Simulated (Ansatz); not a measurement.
# The perfect Rh wire along [110], 9 atoms a period, part 2 of 2

Wanted: the relaxed geometry and the bands of the Rh wire along [110], 9 atoms a period.

Ansatz 0.2.0; DFT PBE, plane waves, PAW; relaxation of a wire's period; PAW set soft_1 (the session's first sound run).

So far: The structure; The relaxed wire.

### 2. The relaxed wire (continued)

Relaxation path:

```
step  energy less that of the first step (eV)  largest force component (eV/Å)  pressure (GPa)  volume (Å³)
   1                                   0.0000                          1.6439           -3.97       478.39
   2                                  -0.6570                          0.4161            0.76       466.57
   3                                  -0.6992                          0.0741           -0.13       468.33
   4                                  -0.7007                          0.0110            0.02       468.05
  5*                                  -0.6986                          0.0115            0.03       468.05
```

Relaxation steps marked * repeat the geometry before them on a plane-wave basis chosen anew for their cell, so energy and pressure can jump there.

The run keeps the 8 symmetry operations that it works with, so distortions that break them were not tested.

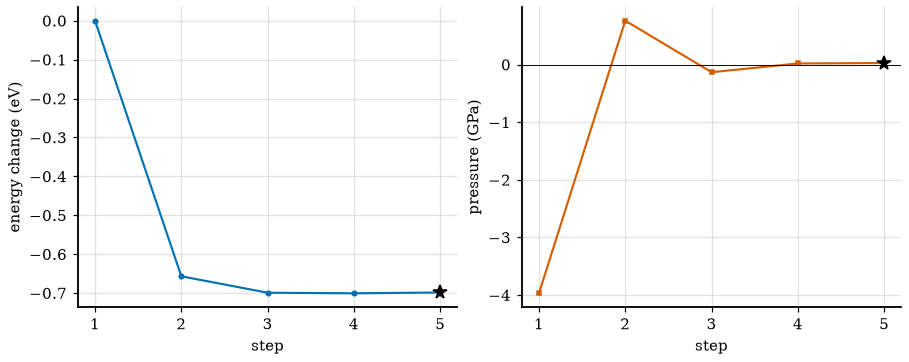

Energy and pressure along the relaxation. Stars mark steps on a basis chosen anew.

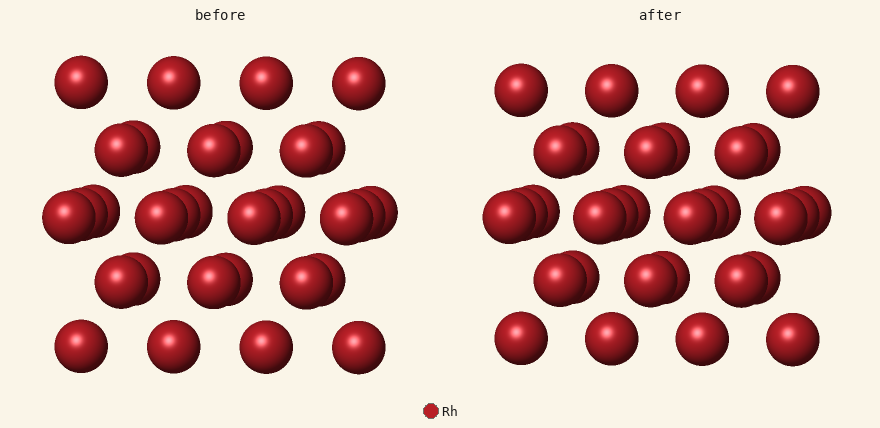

The structure before and after the relaxation, drawn at the same scale.

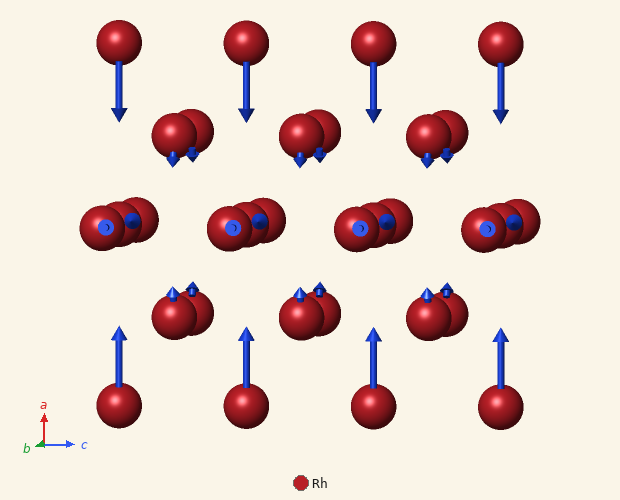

Displacements in the relaxation, exaggerated, measured against the changing cell; the longest in the cell stands for 0.23 Å. 1×1×3 cells are drawn. Some periodic images of atoms are drawn too.

```csv
cell as run,before,after,change
c (Å),2.708,2.650,-2.2 %
```

The atoms that moved most (Å, along periodic axes as changes of fractional coordinates times the final cell, across vacuum about the mean position):

```
atom      dx      dy     dz  length
 Rh1   0.230   0.000  0.000   0.230
 Rh4  -0.230   0.000  0.000   0.230
 Rh2   0.000   0.084  0.000   0.084
 Rh9   0.000  -0.084  0.000   0.084
 Rh6   0.055   0.023  0.000   0.059
 Rh8  -0.055   0.023  0.000   0.059
 Rh5   0.055  -0.023  0.000   0.059
 Rh7  -0.055  -0.023  0.000   0.059
```

This step gave:

```
energy at zero smearing    : -57616.9905 eV
cell length along the wire : 2.650 Å
```

The cell's length comes to 2.650 Å with spin left out.

### 3. The wire at its relaxed period

This step: DFT PBE, plane waves, PAW; bands of a perfect wire; PAW set soft_1 (Ansatz 0.2.0).

At the relaxed period the bands are computed along the axis; those that cross an energy going forward count the channels that a perfect wire would open there.

Contents of input.yaml:

```yaml
crystal:
  lattice:
    - [14.46, 0.0, 0.0]
    - [0.0, 12.216, 0.0]
    - [0.0, 0.0, 2.6496824454]
  atoms:
    - { symbol: Rh, position: [0.251043826, 0.500017925, 0.0] }
    - { symbol: Rh, position: [0.5, 0.285200792, 0.0] }
    - { symbol: Rh, position: [0.5, 0.500017925, 0.0] }
    - { symbol: Rh, position: [0.748956174, 0.500017925, 0.0] }
    - { symbol: Rh, position: [0.371349172, 0.387266419, 0.5] }
    - { symbol: Rh, position: [0.371349172, 0.612769431, 0.5] }
    - { symbol: Rh, position: [0.628650828, 0.387266419, 0.5] }
    - { symbol: Rh, position: [0.628650828, 0.612769431, 0.5] }
    - { symbol: Rh, position: [0.5, 0.714835058, 0.0] }
kpoints:
  mp_grid: { grid: [1, 1, 31] }
  band_path: { path: ["Γ", Z], npoints: 90 }
scf:
  occupations: { method: fermi_dirac, width: 0.05 }
hamiltonian:
  xc: pbe
  pseudopotentials: { kind: paw, azcp: { folder: soft_1 } }
output:
  dos: { e_range: [-5, 4] }
  write_potential: true
  write_density: true
  volumetric_format: npy
```

The run is started by

```console
$ ansatz run input.yaml --threads 8 --pin off --max-ram 16384MiB --backend cpu --events-out ev --progress --plain --runs-dir out
```

Numbers of over 12 decimals in the logs are rounded to 6 here.

Output:

```text
[...]
Crystal: 9 atoms, lattice volume = 468.049 Å³
Basis set: ecut = 420 eV, 9225 PW (Γ)
Bands: 92, of which v1, the nominal top of the filled ones, is band 77 counted from 1 (76 counted from 0)
Symmetry: 8 space group operations
[...]
k-points: 16 of 31
[...]
SCF iter   1: F=—  HF=-57620.973486 eV  |F-HF|=—  |Δ(HF+E_count)|=         —  Δρ=4.77e-2  dr2=1.55e1  ethr=3.10e-3  ⟨swp⟩=8.4  Hψ=6311  notcnv=0  defer=7
[...]
SCF iter  11: F=-57617.056316 eV  HF=-57617.056316 eV  |F-HF|=9.23e-9  |Δ(HF+E_count)|=   2.57e-7  Δρ=2.02e-6  dr2=2.90e-8  ethr=6.54e-11  ⟨swp⟩=11.8  Hψ=4422  notcnv=0
SCF 1 converged in 11 iterations: F = -57617.056316 eV  dr2 = 2.90e-8
[...]
NSCF: frozen V_eff on 91 k-points
WARN: The output density's exchange-correlation potential varies sharply where the density is thin. Do not read a vacuum level from v_tot or v_xc, or from such a field of the output density. On a cell that repeats whose density bears no net charge and no dipole along the vacuum's axis use v_es (v_loc + v_h of the components); under efield.dipole_correction with no amplitude use v_es + v_field, which holds any externa [...]
SCF converged after 11 iterations
Free energy (F): -57617.056316 eV
[...]
Internal energy: -57616.915646 eV  (E = F + TS)
E sigma→0 (E₀):  -57616.985981 eV
Entropy (-TS):   -0.140669 eV (-15.630 meV/atom)
Fermi energy:    2.503806 eV
[...]
--- Band table (eV; the first three rows and the last of 16) ---
  k-point 0: bands = [... 73 lower, 1.9232, 2.1350, 2.2024, 2.3011, 2.3321, 2.4237, 2.5638, 2.7498, ... 11 higher]
  k-point 1: bands = [... 73 lower, 1.9398, 2.0978, 2.1495, 2.1697, 2.4033, 2.5146, 2.7193, 2.7285, ... 11 higher]
  k-point 2: bands = [... 73 lower, 1.8949, 1.9471, 2.0932, 2.2345, 2.5006, 2.5889, 2.6208, 2.7761, ... 11 higher]
  k-point 15: bands = [... 73 lower, 2.7383, 2.8412, 2.8535, 2.9057, 3.1239, 3.2045, 3.2360, 3.4100, ... 11 higher]
```

Run time: 3.7 min. Hardware: 8 threads of Arm Neoverse N1, shared host; peak memory 2.8 GiB; 6.6 min of CPU time.

Reading the cycles: dr2 is the Hartree energy of the density residual (eV), the measure of convergence; HF is the Harris–Foulkes estimate of the energy, which meets the free energy F at convergence.

Numbers from this step:

- energy at zero smearing: -57616.9860 eV
- band gap: 0 eV

Electronic bands along the path, in eV, zero at the Fermi level:

```
point  band 74  band 75  band 76  band 77  band 78  band 79  band 80  band 81
    Γ    -0.58    -0.37    -0.30    -0.20    -0.17    -0.08     0.06     0.25
    Z     0.24     0.34     0.36     0.40     0.63     0.70     0.75     0.92
```

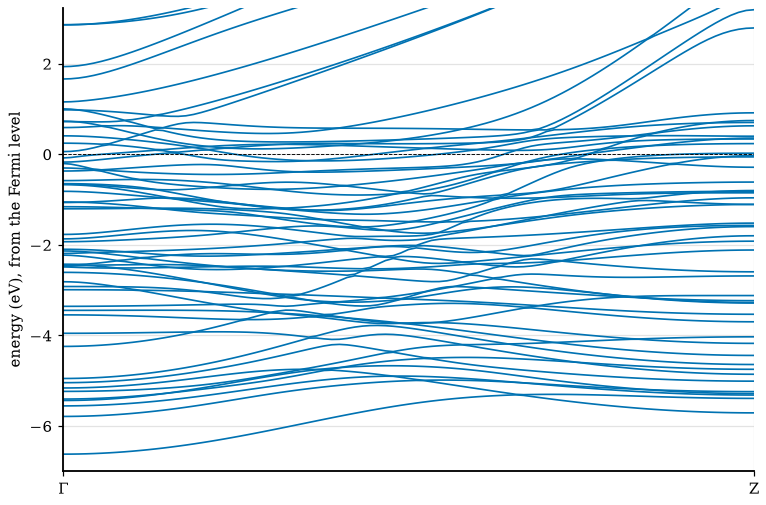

Electronic bands along the path.

Between Γ and Z the bands cross the Fermi level 11 times, so a perfect wire would conduct at least 11 G₀, with spin left out.

### 4. What came out

```
cell length, PBE                                            : 2.650 Å
ballistic conductance by band crossings, a lower bound, PBE : 11 G₀
```

In words: Under PBE the cell's length is 2.65 Å, and the bands cross the Fermi level 11 times between Γ and Z, which gives a perfect wire at least 11 G₀ (opposite crossings within one step of the path cancel in such a count). No spin was allowed, though thin wires with open d shells can turn magnetic.

[Logs are printed without paths, hosts, clocks, repeated set-up lines and the standing remarks that a program may print on its own settings, such as how far it seeks lower states.]

[Hosts, paths, dates, database ids (printed as entryN), source tags and the programs' standing remarks are cut or masked in the printed files.]
